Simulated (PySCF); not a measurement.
**BCl (SMILES [B]Cl): CCSDT(Q)/STO-6G**

What is the energy change on altering one bond length of BCl at CCSDT(Q)/STO-6G? The job is set up through a Python script.

The calculation is run with PySCF 2.14.0.

12 further runs of the same task are left out: 2 that didn't finish, 10 set aside as unsound or not needed.

## 1. The molecule

BCl: 2 atoms, total charge 0, spin state singlet. As SMILES, `[B]Cl`. The shape is that of a GFN2-xTB optimisation.

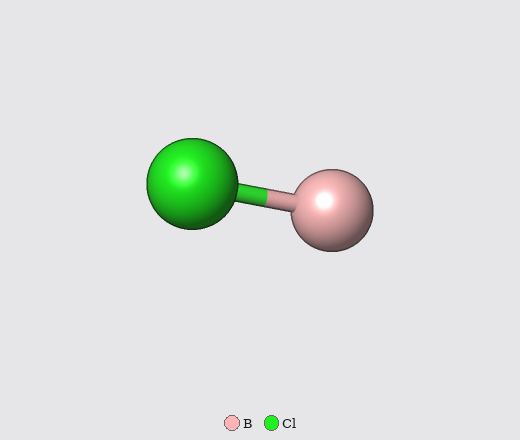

The structure, seen from a chosen angle (boron pink, chlorine green).

## 2. The energy at CCSDT(Q)/STO-6G

Input file job.py:

```python
from pyscf import gto, cc

molecule = gto.Mole()
molecule.atom = '''
B      0.000000     0.000000     0.000000
Cl     0.000000     0.000000     1.578530
'''
molecule.verbose = 3
molecule.max_memory = 1860
molecule.charge = 0
molecule.basis = 'sto-6g'
molecule.build()

mf = molecule.RHF()
mf.conv_tol = 1e-10
mf.kernel()
if not mf.converged:
    mf = mf.newton().run(mf.mo_coeff, mf.mo_occ)

mycc = cc.CCSDT(mf, frozen=6)
mycc.kernel()
e_bracket, e_q = mycc.ccsdt_q()
e_final = mycc.e_tot + e_q
print('Final energy', e_final)
```

Run with:

```console
OMP_NUM_THREADS=1 python job.py
```

What it wrote:

```text
converged SCF energy = -482.477615550622
_make_eris_incore_RCCSDT

WARN: A large `blksize` is being used, which may cause large memory consumption
      for storing contraction intermediates. If memory is sufficient, consider using
      `pyscf.cc.rccsdt_highm.RCCSDT` instead.

WARN: A large `blksize_oovv` is being used, which may cause large memory consumption
      for storing contraction intermediates. If memory is sufficient, consider using
      `pyscf.cc.rccsdt_highm.RCCSDT` instead.

WARN: A large `blksize_oooo` is being used, which may cause large memory consumption
      for storing contraction intermediates. If memory is sufficient, consider using
      `pyscf.cc.rccsdt_highm.RCCSDT` instead.

RCCSDT converged
E(RCCSDT) = -482.5412984199002   E_corr = -0.06368286927825144
E_corr(same-spin) = -0.00783289112637672
E_corr(oppo-spin) = -0.0558499781518747
_make_eris_incore_RCCSDT
Final energy -482.54147369968945
```

Run time: 1.1 s. Hardware: 1 thread of Arm Neoverse V1, shared host; peak memory 0.12 GiB.

## 3. The distorted shape, same level

Input file run.py:

```python
from pyscf import gto, cc

system = gto.M(
    atom='''
B      0.000000     0.000000    -2.386478
Cl     0.000000     0.000000     2.982989
''',
    unit='bohr',
    basis='sto-6g',
    charge=0,
    verbose=3,
    max_memory=1860,
    spin=0,
)

mf = system.RHF()
mf.conv_tol = 1e-10
mf.kernel()
if not mf.converged:
    mf = mf.newton().run(mf.mo_coeff, mf.mo_occ)

mycc = cc.CCSDT(mf, frozen=6)
mycc.kernel()
e_bracket, e_q = mycc.ccsdt_q()
e_tot = mycc.e_tot + e_q
print('Final energy', e_tot)
```

Run with:

```console
OMP_NUM_THREADS=1 python run.py
```

What it wrote:

```text
converged SCF energy = -482.35061169671
_make_eris_incore_RCCSDT

WARN: A large `blksize` is being used, which may cause large memory consumption
      for storing contraction intermediates. If memory is sufficient, consider using
      `pyscf.cc.rccsdt_highm.RCCSDT` instead.

WARN: A large `blksize_oovv` is being used, which may cause large memory consumption
      for storing contraction intermediates. If memory is sufficient, consider using
      `pyscf.cc.rccsdt_highm.RCCSDT` instead.

WARN: A large `blksize_oooo` is being used, which may cause large memory consumption
      for storing contraction intermediates. If memory is sufficient, consider using
      `pyscf.cc.rccsdt_highm.RCCSDT` instead.

RCCSDT converged
E(RCCSDT) = -482.4389375553984   E_corr = -0.08832585868828625
E_corr(same-spin) = -0.00278938854459309
E_corr(oppo-spin) = -0.0855364701436932
_make_eris_incore_RCCSDT
Final energy -482.44064491697793
```

It took 1.3 s on 1 thread of Arm Neoverse V1, shared host; peak memory 0.12 GiB.

## 4. Results

At CCSDT(Q)/STO-6G, 6 core orbitals frozen:

| quantity | value |
| --- | --- |
| first shape: total energy | -482.54147 Eh |
| first shape: dipole moment (Hartree–Fock density) | 0.53 D |
| first shape: HOMO energy (Hartree–Fock orbitals) | -7.74 eV |
| first shape: LUMO energy (Hartree–Fock orbitals) | 6.97 eV |
| first shape: HOMO–LUMO gap (Hartree–Fock orbitals) | 14.72 eV |
| first shape: correlation energy (6 core orbitals frozen) | -63.9 mEh |
| first shape: T1 diagnostic | 0.014 |
| distorted shape: total energy | -482.44064 Eh |
| distorted shape: dipole moment (Hartree–Fock density) | 7.37 D |
| distorted shape: HOMO energy (Hartree–Fock orbitals) | -6.68 eV |
| distorted shape: LUMO energy (Hartree–Fock orbitals) | 2.83 eV |
| distorted shape: HOMO–LUMO gap (Hartree–Fock orbitals) | 9.50 eV |
| distorted shape: correlation energy (6 core orbitals frozen) | -90.0 mEh |
| distorted shape: T1 diagnostic | 0.055 |
| energy change with the B1–Cl2 bond stretched from 1.579 to 2.841 Å | 2.744 eV |

With the B1–Cl2 bond stretched from 1.579 to 2.841 Å the energy rises by 2.74 eV (265 kJ/mol). The first shape isn't relaxed at this level, so the change isn't measured from a minimum. The minimal basis adds a large error of its own. The T1 diagnostic (distorted shape) of 0.055 is above the customary mark for such species, so a single reference may not serve.
